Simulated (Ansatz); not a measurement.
# What NbRu (Pm-3m) distorts into

Aim: this structure of NbRu (Pm-3m) is to be tested for unstable modes, and one is followed downhill.

Method: DFT PBEsol, scalar-relativistic, plane waves, PAW; PAW set soft_1, in Ansatz 0.2.0.

### 1. Starting point

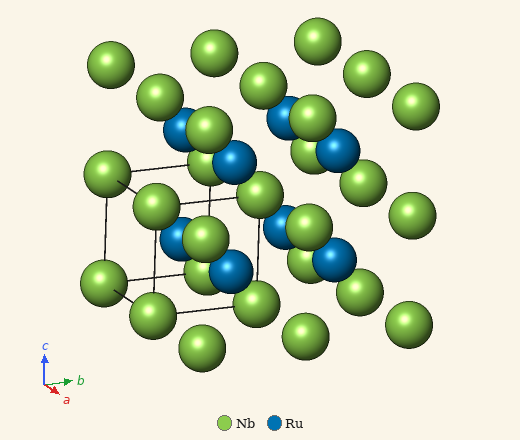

Start, viewed slightly off an axis; niobium green, ruthenium blue. 2×2×2 cells are drawn. Some periodic images of atoms are drawn too.

### 2. Phonons on a q mesh

The cell comes from relaxations at this level that are not shown. Stability and thermal properties need the whole zone. Linear response on a 4×4×4 q mesh gives force constants as far as a supercell of that size would.

The input, input.yaml:

```yaml
crystal:
  lattice:
    - [3.1391803495, 0.0, 0.0]
    - [0.0, 3.1391803495, 0.0]
    - [0.0, 0.0, 3.1391803495]
  atoms:
    - { symbol: Nb, position: [0.0, 0.0, 0.0] }
    - { symbol: Ru, position: [0.5, 0.5, 0.5] }
kpoints:
  mp_grid: { grid: [16, 16, 16] }
hamiltonian:
  xc: pbesol
  pseudopotentials: { kind: paw, azcp: { folder: soft_1 }, xc_functional: pbe }
scf:
  occupations: { method: methfessel_paxton, width: 0.2 }
output:
  eigenvalues: true
phonons:
  method: dfpt
  qmesh: [4, 4, 4]
  temperatures: { t_max: 1000, t_step: 50 }
  qpath:
    path:
      - [[0.0, 0.0, 0.0], [0.0, 0.5, 0.0], [0.5, 0.5, 0.0], [0.0, 0.0, 0.0], [0.5, 0.5, 0.5], [0.0, 0.5, 0.0]]
      - [[0.5, 0.5, 0.5], [0.5, 0.5, 0.0]]
    npoints: 10
```

Started as:

```
$ ansatz run input.yaml --threads 4 --pin off --max-ram 10240MiB --backend cpu --events-out ev --progress --plain --runs-dir out
```

Numbers of over 12 decimals in the logs are rounded to 6 here.

The program printed:

```text
Engine: ansatz 0.2.0, x86_64-unknown-linux-gnu
Pseudopotentials: kind: paw
Pseudopotential: Nb, paw, valence charge 13, recommended cutoff 420 eV (normal), soft_1/Nb.paw.azcp
Pseudopotential: Ru, paw, valence charge 16, recommended cutoff 420 eV (normal), soft_1/Ru.paw.azcp
Functional definition: PBEsol
  exchange = pbesol_x
  correlation = pbesol_c
Crystal: 2 atoms, lattice volume = 30.935 Å³
Basis set: ecut = 420 eV, 619 PW (Γ), exchange–correlation on 48×48×48 points (8 copies of the dense FFT grid, shifted against one another)
Bands: 19, of which v1, the nominal top of the filled ones, is band 15 counted from 1 (14 counted from 0)
Symmetry: 48 space group operations
k-points: 165 of 4096
Non-local potential: Nb, projectors of the file, l = 0: 3, l = 1: 2, l = 2: 2, l = 3: 1
Non-local potential: Ru, projectors of the file, l = 0: 3, l = 1: 2, l = 2: 2, l = 3: 1
PAW form: soft (Blöchl's): semilocal exchange-correlation on the pseudo side does not see the compensation charge
PAW frozen core: Nb, regenerated for the run's functional, and the local potential with it (the file was generated under x = pbe(κ = 0.804, μ = 0.219515), c = pbe(β = 0.066725))
PAW frozen core: Ru, regenerated for the run's functional, and the local potential with it (the file was generated under x = pbe(κ = 0.804, μ = 0.219515), c = pbe(β = 0.066725))
PAW one-centre angular grid: Nb, 590 points (default); XC on 64 Gauss nodes
PAW one-centre angular grid: Ru, 590 points (default); XC on 64 Gauss nodes
Initial density: superposition of atomic densities (chi_scale 0.1, normalization cell, long waves kept (reshape's long-wave potential 0.00 eV rms))
Initial wavefunctions: pseudopotential atomic-orbital guess
Functional: x = pbesol(κ = 0.804, μ = 0.123457), c = pbesol(β = 0.046)
SCF iter   1: F=—  HF=-10314.640048 eV  |F-HF|=—  |Δ(HF+E_count)|=         —  Δρ=1.81e-1  dr2=1.33e1  ethr=3.10e-3  ⟨swp⟩=4.8  Hψ=12249  notcnv=0
preconditioner: auto → none  [metal: Δε(μ)=0.008 eV  Ē_g=5.475 eV  σ=0.200 eV  W_gap=0.03  n_scr=6 (ndim 8)  ℏωp=24.1 eV  f_vac=0.000  D(μ)=1.81/eV (n_scr^D=18)  sad-step TF]
SCF iter   2: F=—  HF=-10313.101036 eV  |F-HF|=—  |Δ(HF+E_count)|=    1.54e0  S|Δr|=    0.00e0  Δρ=1.11e-1  dr2=5.55e0  ethr=3.10e-3  ⟨swp⟩=2.3  Hψ=6776  notcnv=0  defer=2
SCF iter   3: F=—  HF=-10312.325811 eV  |F-HF|=—  |Δ(HF+E_count)|=   7.75e-1  S|Δr|=    0.00e0  Δρ=1.47e-2  dr2=3.88e-2  ethr=3.10e-3  ⟨swp⟩=2.1  Hψ=5226  notcnv=0  defer=2
SCF iter   4: F=—  HF=-10312.320247 eV  |F-HF|=—  |Δ(HF+E_count)|=   5.56e-3  S|Δr|=    0.00e0  Δρ=2.76e-3  dr2=8.83e-4  ethr=1.34e-4  ⟨swp⟩=1.2  Hψ=4825  notcnv=0
SCF iter   5: F=—  HF=-10312.320384 eV  |F-HF|=—  |Δ(HF+E_count)|=   1.38e-4  S|Δr|=    0.00e0  Δρ=7.85e-4  dr2=2.74e-4  ethr=3.05e-6  ⟨swp⟩=2.0  Hψ=5226  notcnv=0
SCF iter   6: F=—  HF=-10312.320361 eV  |F-HF|=—  |Δ(HF+E_count)|=   2.38e-5  S|Δr|=    0.00e0  Δρ=9.28e-5  dr2=3.36e-6  ethr=9.45e-7  ⟨swp⟩=1.0  Hψ=3138  notcnv=0
SCF iter   7: F=—  HF=-10312.320362 eV  |F-HF|=—  |Δ(HF+E_count)|=   9.39e-7  S|Δr|=    0.00e0  Δρ=1.72e-5  dr2=1.26e-7  ethr=1.16e-8  ⟨swp⟩=1.1  Hψ=3213  notcnv=0
SCF iter   8: F=—  HF=-10312.320360 eV  |F-HF|=—  |Δ(HF+E_count)|=   1.48e-6  S|Δr|=    0.00e0  Δρ=1.54e-6  dr2=8.92e-10  ethr=4.34e-10  ⟨swp⟩=1.9  Hψ=4144  notcnv=0
SCF iter   9: F=-10312.320360 eV  HF=-10312.320360 eV  |F-HF|=3.64e-12  |Δ(HF+E_count)|=  6.55e-11  S|Δr|=    0.00e0  Δρ=1.59e-7  dr2=1.17e-12  ethr=1.00e-12  ⟨swp⟩=4.2  Hψ=15263  notcnv=0
the search or the solves at the SCF's close seem to have found levels that the self-consistency loop had missed (the run counts 1). By its estimate they hold under 1e-12 electrons; where the run keeps them, the occupations were computed again with them
SCF 1 converged in 9 iterations: F = -10312.320360 eV  dr2 = 1.17e-12
  greatest PAW one-centre occupation: 1.000 electrons in one spin orbital (limit 2), on the Ru atom at site 1 (counted from 0), in its partial waves of l = 0
phonons: the bands overlap, so this run is a metal and interpolates without the dipole-dipole term. If the crystal is really an insulator or semiconductor, its LO-TO splitting is missing
NSCF: frozen V_eff on 165 k-points
NSCF: frozen V_eff on 405 k-points
DFPT response loops at q = (0, 0, 0) (fractional): preconditioner auto → Kerker (q_TF=auto, 2.699 Å⁻¹) (partly filled bands, converged f_vac=0.000); β = 1.00, the filter's whole step (`scf.mixing.beta` (0.50) is not read by the response loops under this deck's `scf.mixing.preconditioner`; to damp them name `kerker` or `kerker_dos`, under which they read `scf.mixing.beta`, and type it under 1.00, their step now; both keys bind the ground state too); Broyden in place of MSR1
NSCF: frozen V_eff on 2592 k-points
DFPT response loops at q = (0, 0, 0.25) (fractional): mixed as the last ones told, above
NSCF: frozen V_eff on 1458 k-points
DFPT response loops at q = (0, 0, -0.5) (fractional): mixed as the last ones told, above
NSCF: frozen V_eff on 4608 k-points
DFPT response loops at q = (0, 0.25, 0.25) (fractional): mixed as the last ones told, above
NSCF: frozen V_eff on 2592 k-points
DFPT response loops at q = (0, 0.25, -0.5) (fractional): mixed as the last ones told, above
NSCF: frozen V_eff on 1458 k-points
DFPT response loops at q = (0, -0.5, -0.5) (fractional): mixed as the last ones told, above
NSCF: frozen V_eff on 4352 k-points
DFPT response loops at q = (0.25, 0.25, 0.25) (fractional): mixed as the last ones told, above
NSCF: frozen V_eff on 4608 k-points
DFPT response loops at q = (0.25, 0.25, -0.5) (fractional): mixed as the last ones told, above
NSCF: frozen V_eff on 2592 k-points
DFPT response loops at q = (0.25, -0.5, -0.5) (fractional): mixed as the last ones told, above
NSCF: frozen V_eff on 810 k-points
DFPT response loops at q = (-0.5, -0.5, -0.5) (fractional): mixed as the last ones told, above
SCF converged after 9 iterations
Stability not checked: this state was not tested for a lower state beside it, because cold or Methfessel-Paxton smearing, or corrected tetrahedra, fill the levels in a way that the test cannot read (fill_not_monotonic; see scf.lower_state_search)
Free energy (F): -10312.320360 eV
Harris-Foulkes:  -10312.320360 eV  (|F-HF|=3.64e-12)
Internal energy: -10312.316716 eV  (E = F + TS)
E sigma→0 (E₀):  -10312.319449 eV
Entropy (-TS):   -0.003644 eV (-1.822 meV/atom)
Fermi energy:    21.345803 eV
--- Per-component energies (eV) ---
  E_band       = -130.035074
  E_kinetic    = 834.476490
  E_local      = -1998.967314  (includes V_loc(G=0)·N_el)
  E_nonlocal   = 511.301902
  E_hartree    = 672.443564
  E_xc         = -334.466853
  E_vxc        = -415.556045  (∫ρ·V_xc dr)
  E_paw        = -6466.747792  (= ΣΔE_a)
  E_vpaw       = -406.177915  (= ΣTr[D̂ρ^β])
  E_aug_tail   = 0.000657  (compensation charges beyond the density's cutoff)
  E_ewald      = -3530.799376
  E_core_change = 0.442006  (= ΣΔE_core)
  E_smearing   = -0.003644  (= −TS)
  E_closure    = 0.000000  (closes the sum)
  Σ components = -10312.320360   (vs F -10312.320360, Δ=0.00e0)
--- Band table (eV; the first three rows and the last of 165) ---
  k-point 0: bands = [... 11 lower, 18.9474, 18.9474, 18.9474, 22.1978, 22.1978, 24.9255, 24.9255, 24.9255]
  k-point 1: bands = [... 11 lower, 18.9409, 18.9409, 18.9768, 22.0967, 22.2349, 24.6730, 24.6730, 24.8647]
  k-point 2: bands = [... 11 lower, 18.9252, 18.9252, 19.0633, 21.8071, 22.3407, 24.0716, 24.0716, 24.6901]
  k-point 164: bands = [... 11 lower, 18.3306, 18.3306, 18.3306, 21.1608, 21.1608, 24.8791, 24.8791, 28.5792]
--- Phonons (Γ-DFPT): 2 representative perturbations + reference (Σ response iterations 6) ---
  ASR residual: 9.677e-5 → 0.000e0 eV/Å²; symmetrization residual: 9.814e-6 eV/Å²
  ASR residual per site (eV/Å²): 1.16e-5 9.68e-5
  Γ frequencies (cm⁻¹): 0.00 0.00 0.00 128.84 128.84 128.84
--- Phonons (arbitrary-q DFPT): 10 irreducible q on the 4×4×4 mesh ---
  q = [0.0000, 0.0000, 0.0000] (star 1, of the zone-centre solve; hermiticity 6.64e-6, symmetrization 2.17e-12): -0.00 -0.00 0.00 128.84 128.84 128.84
  q = [0.0000, 0.0000, 0.2500] (star 6, 4 solved perturbations in 4032 linear systems a pass and spin channel, the states on 1296 of 4096 k-point pairs; hermiticity 3.29e-6, symmetrization 3.50e-13): 56.02 56.02 73.15 136.44 136.44 144.90
  q = [0.0000, 0.0000, -0.5000] (star 3, 4 solved perturbations in 2268 linear systems a pass and spin channel, the states on 729 of 4096 k-point pairs; hermiticity 7.22e-14, symmetrization 6.10e-13): -56.48 -56.48 95.10 132.18 132.18 160.58
  q = [0.0000, 0.2500, 0.2500] (star 12, 4 solved perturbations in 7056 linear systems a pass and spin channel, the states on 2304 of 4096 k-point pairs; hermiticity 2.65e-6, symmetrization 1.35e-13): -120.55 -77.40 57.80 117.57 168.11 187.06
  q = [0.0000, 0.2500, -0.5000] (star 12, 6 solved perturbations on 1296 of 4096 k-point pairs; hermiticity 1.53e-6, symmetrization 2.06e-14): -136.86 -109.17 -36.07 132.38 200.17 211.51
  q = [0.0000, -0.5000, -0.5000] (star 3, 4 solved perturbations in 2268 linear systems a pass and spin channel, the states on 729 of 4096 k-point pairs; hermiticity 2.30e-7, symmetrization 1.74e-13): -128.24 -128.24 -59.61 125.20 216.11 216.11
  q = [0.2500, 0.2500, 0.2500] (star 8, 2 solved perturbations on 2176 of 4096 k-point pairs; hermiticity 1.19e-6, symmetrization 7.05e-13): -164.54 -75.95 -75.95 174.08 174.08 177.83
  q = [0.2500, 0.2500, -0.5000] (star 12, 4 solved perturbations in 7056 linear systems a pass and spin channel, the states on 2304 of 4096 k-point pairs; hermiticity 2.12e-6, symmetrization 1.72e-13): -120.55 -88.60 14.80 159.57 181.00 196.76
  q = [0.2500, -0.5000, -0.5000] (star 6, 4 solved perturbations in 4032 linear systems a pass and spin channel, the states on 1296 of 4096 k-point pairs; hermiticity 3.25e-7, symmetrization 1.69e-13): -59.55 -59.55 20.33 148.79 194.44 194.44
  q = [-0.5000, -0.5000, -0.5000] (star 1, 2 solved perturbations on 405 of 4096 k-point pairs; hermiticity 1.96e-13, symmetrization 1.63e-12): 103.52 103.52 103.52 152.81 152.81 152.81
  sum rule: each row above includes the acoustic sum rule's correction from the zone centre's row sums; it moved no ω² by more than (0.51 cm⁻¹)²
  mesh force constants: q→R imaginary residual 4.59e-18; ASR residual 9.677e-5 → 0.000e0 eV/Å²; symmetrization residual 4.441e-15 eV/Å²
  interpolated dispersion: 62 rows × 6 modes
  density of states and harmonic sums: on the 20×20×20 q-mesh, interpolated from the force constants of a 4×4×4 supercell (no non-analytic term)
  largest difference from the sums on the solved wave vectors: F 5.88e-2 eV, S 8.03e-5 and C_V 2.15e-5 eV/K
  zero-point energy: 0.033180 eV/cell   skipped modes (ω ≤ 0): 639, of them read as no rigid motion or as one in doubt: 636 (2.405e0 modes/cell left out, lowest -164.54 cm⁻¹)   left out of the sums: 4.01e-1 of the cell's modes: C_V's classical limit lies that fraction below 3 k_B per atom; for a crystal, a wire or a layer, F and S can be off by more, and a phonons.interpolated_qmesh denser along its periods is the remedy for the sampling
```

Elapsed: 6.1 min, on 4 threads of AMD EPYC 9R14 (Zen 4), shared host; peak memory 3.3 GiB.

This step gave:

| Quantity | Value |
| --- | --- |
| volume per atom | 15.47 Å³ |
| gap on the k-mesh | 0 eV |
| sum-rule residual before enforcement | 9.68e-5 eV/Å² |
| lowest frequency on the path | -164.5 cm⁻¹ |
| point group | m-3m |
| highest frequency on the path or at a solved wavevector | 217.4 cm⁻¹ |
| highest optical mode at the zone centre (no LO-TO term) | 128.8 cm⁻¹ |
| lowest optical zone-centre mode | 128.8 cm⁻¹ |
| lowest mode on the q mesh (acoustic modes at Γ apart) | -164.5 cm⁻¹ |

Frequencies (cm⁻¹) solved at each irreducible wavevector; negative means imaginary. Frequencies by wavevector, by row:

```
q in reciprocal lattice units  star  mode 1  mode 2  mode 3  mode 4  mode 5  mode 6
                        0 0 0     1       0       0       0   128.8   128.8   128.8
                     0 0 0.25     6      56      56    73.2   136.4   136.4   144.9
                     0 0 -0.5     3   -56.5   -56.5    95.1   132.2   132.2   160.6
                  0 0.25 0.25    12  -120.5   -77.4    57.8   117.6   168.1   187.1
                  0 0.25 -0.5    12  -136.9  -109.2   -36.1   132.4   200.2   211.5
                  0 -0.5 -0.5     3  -128.2  -128.2   -59.6   125.2   216.1   216.1
               0.25 0.25 0.25     8  -164.5     -76     -76   174.1   174.1   177.8
               0.25 0.25 -0.5    12  -120.5   -88.6    14.8   159.6     181   196.8
               0.25 -0.5 -0.5     6   -59.5   -59.5    20.3   148.8   194.4   194.4
               -0.5 -0.5 -0.5     1   103.5   103.5   103.5   152.8   152.8   152.8
```

Interpolated from a 4×4×4 q mesh. The phonon branches at the labelled points (cm⁻¹):

```
    point  branch 1  branch 2  branch 3  branch 4  branch 5  branch 6
        Γ         0         0         0       129       129       129
        X       -56       -56        95       132       132       161
        M      -128      -128       -60       125       216       216
        Γ         0         0         0       129       129       129
        R       104       104       104       153       153       153
        X       -56       -56        95       132       132       161
jump to R       104       104       104       153       153       153
        M      -128      -128       -60       125       216       216
```

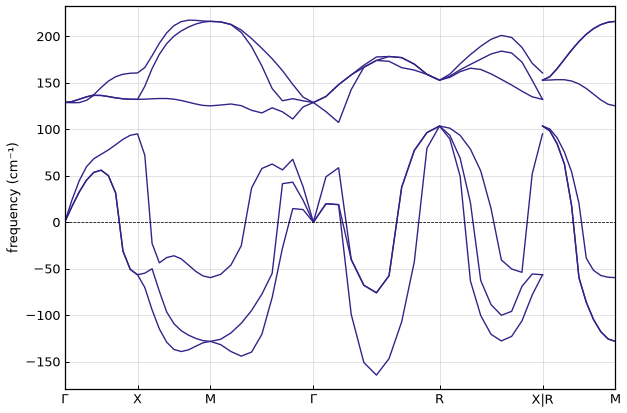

Phonon branches along the path.

Symmetry leaves 10 wavevectors to solve. The lowest mode among them, the acoustic zeros apart, lies at q = (0.25, 0.25, 0.25) and is imaginary, 164.5i cm⁻¹, so the energy falls along it.

### 3. The mode frozen in, largest atomic shift 0 Å

The mode followed lies at q = (0.25, 0.25, 0.25) with frequency 164.5i cm⁻¹, the softest among the wavevectors solved. At small amplitude the distorted cell has space group no. 166 by a symmetry search on the positions. The undistorted cell that holds it gives the zero of energy on the same k mesh.

System of this step: NbRu. The structure is cubic, space group Pm-3m (No. 221). The conventional cell has a = 3.139 Å, b = 3.139 Å, c = 3.139 Å, α = 90.00°, β = 90.00°, γ = 90.00°. Nearest to Nb lie 8 Ru at 2.72 Å. Nearest to Ru lie 8 Nb at 2.72 Å. Farther neighbours are not listed.

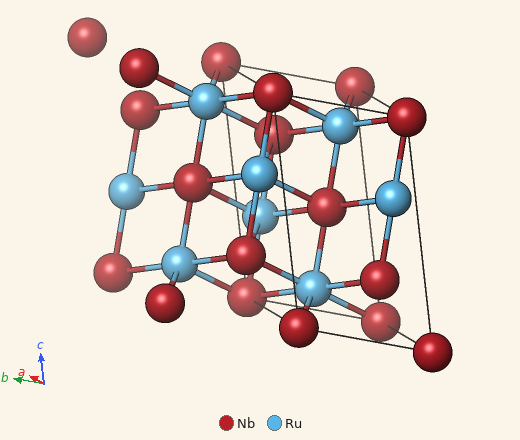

The cell of this step (niobium red, ruthenium blue). Bonds to atoms that aren't drawn are left out. 1×2×1 cells are drawn. Some periodic images of atoms are drawn too.

The input, input.yaml:

```yaml
crystal:
  lattice:
    - [-3.1391803495, 0.0, 3.1391803495]
    - [-3.1391803495, 3.1391803495, 0.0]
    - [-6.278360699, -3.1391803495, -3.1391803495]
  atoms:
    - { symbol: Nb, position: [0.5, 0.5, 0.5] }
    - { symbol: Nb, position: [0.25, 0.25, 0.25] }
    - { symbol: Nb, position: [0.0, 0.0, 1.0] }
    - { symbol: Nb, position: [0.75, 0.75, 0.75] }
    - { symbol: Ru, position: [0.875, 0.875, 0.375] }
    - { symbol: Ru, position: [0.625, 0.625, 0.125] }
    - { symbol: Ru, position: [0.375, 0.375, 0.875] }
    - { symbol: Ru, position: [0.125, 0.125, 0.625] }
kpoints:
  mp_grid: { grid: [10, 10, 10] }
hamiltonian:
  xc: pbesol
  pseudopotentials: { kind: paw, azcp: { folder: soft_1 }, xc_functional: pbe }
scf:
  occupations: { method: methfessel_paxton, width: 0.2 }
output:
  forces: true
  stress: true
  eigenvalues: true
```

The program printed:

```text
[...]
Crystal: 8 atoms, lattice volume = 123.740 Å³
Basis set: ecut = 420 eV, 2437 PW (Γ), exchange–correlation on 60×60×108 points (8 copies of the dense FFT grid, shifted against one another)
Bands: 70, of which v1, the nominal top of the filled ones, is band 58 counted from 1 (57 counted from 0)
Symmetry: 48 space group operations
[...]
k-points: 116 of 1000
[...]
k-point 0: bands = [... 54 lower, 18.9472, 18.9474, 21.1602, 21.1602, 22.1977, 22.1977, 22.2245, 22.2245, ... 8 higher]
  k-point 1: bands = [... 54 lower, 18.9334, 18.9823, 21.1767, 21.1767, 22.1733, 22.1733, 22.1826, 22.1826, ... 8 higher]
  k-point 2: bands = [... 54 lower, 18.8913, 19.0846, 21.2262, 21.2262, 22.0584, 22.0584, 22.0958, 22.0958, ... 8 higher]
  k-point 115: bands = [... 54 lower, 19.7458, 19.7458, 20.9116, 20.9116, 21.4658, 21.4658, 21.4830, 21.4830, ... 8 higher]
[key lines of the parts left out:]
SCF converged after 9 iterations
Free energy (F): -41249.286899 eV
Fermi energy:    21.345557 eV
P = ⅓ Tr σ = -0.0307 GPa (-0.307 kbar)
```

It took 8.7 s on 4 threads; peak memory 1 GiB; 33 s of CPU time.

Numbers from this step:

| Quantity | Value |
| --- | --- |
| pressure | -0.03069 GPa |
| energy from the undistorted cell | 0 meV/atom |

The run ends at a pressure of -0.03 GPa.

### 4. The mode frozen in, largest atomic shift 0.22 Å

The atoms are moved along the unstable eigenvector, the largest shift by 0.22 Å, with the cell fixed.

input.yaml, the sections that differ from step 3:

```yaml
crystal:
  lattice:
    - [-3.1391803495, 0.0, 3.1391803495]
    - [-3.1391803495, 3.1391803495, 0.0]
    - [-6.278360699, -3.1391803495, -3.1391803495]
  atoms:
    - { symbol: Nb, position: [0.4956193501, 0.4956193501, 0.5131419496] }
    - { symbol: Nb, position: [0.2456193501, 0.2456193501, 0.2631419496] }
    - { symbol: Nb, position: [0.0043806499, 0.0043806499, 0.9868580504] }
    - { symbol: Nb, position: [0.7543806499, 0.7543806499, 0.7368580504] }
    - { symbol: Ru, position: [0.8851154637, 0.8851154637, 0.344653609] }
    - { symbol: Ru, position: [0.625, 0.625, 0.125] }
    - { symbol: Ru, position: [0.3648845363, 0.3648845363, 0.905346391] }
    - { symbol: Ru, position: [0.125, 0.125, 0.625] }
# kpoints, hamiltonian, scf, output: as in step 3
```

The program printed:

```text
[...]
Crystal: 8 atoms, lattice volume = 123.740 Å³
Basis set: ecut = 420 eV, 2437 PW (Γ), exchange–correlation on 60×60×108 points (8 copies of the dense FFT grid, shifted against one another)
Bands: 70, of which v1, the nominal top of the filled ones, is band 58 counted from 1 (57 counted from 0)
Symmetry: 12 space group operations
[...]
k-points: 116 of 1000
[...]
k-point 0: bands = [... 54 lower, 19.1487, 19.2034, 20.9973, 20.9973, 21.9162, 21.9162, 21.9599, 21.9599, ... 8 higher]
  k-point 1: bands = [... 54 lower, 19.1365, 19.2886, 21.0048, 21.0048, 21.8686, 21.8686, 21.9618, 21.9618, ... 8 higher]
  k-point 2: bands = [... 54 lower, 19.0994, 19.5102, 21.0241, 21.0241, 21.7874, 21.7874, 21.9184, 21.9184, ... 8 higher]
  k-point 115: bands = [... 54 lower, 19.6189, 19.8512, 20.5961, 20.9655, 21.0144, 21.4063, 21.5560, 21.6665, ... 8 higher]
[key lines of the parts left out:]
SCF converged after 9 iterations
Free energy (F): -41249.448836 eV
Fermi energy:    21.115377 eV
P = ⅓ Tr σ = 0.7334 GPa (7.334 kbar)
```

It took 11 s on 4 threads; peak memory 1 GiB.

Numbers from this step:

```yaml
pressure: 0.7334 GPa
energy_from_the_undistorted_cell: -20.34 meV/atom
```

The energy, extrapolated to zero smearing, is -20.34 meV/atom against the undistorted cell.

The run ends at a pressure of 0.73 GPa, with forces up to 0.32 eV/Å.

(Continued in part 2 of 2.)

[Logs are printed without paths, hosts, clocks, repeated set-up lines and the standing remarks that a program may print on its own settings, such as how far it seeks lower states.]

[Hosts, paths, dates, database ids (printed as entryN), source tags and the programs' standing remarks are cut or masked in the printed files.]
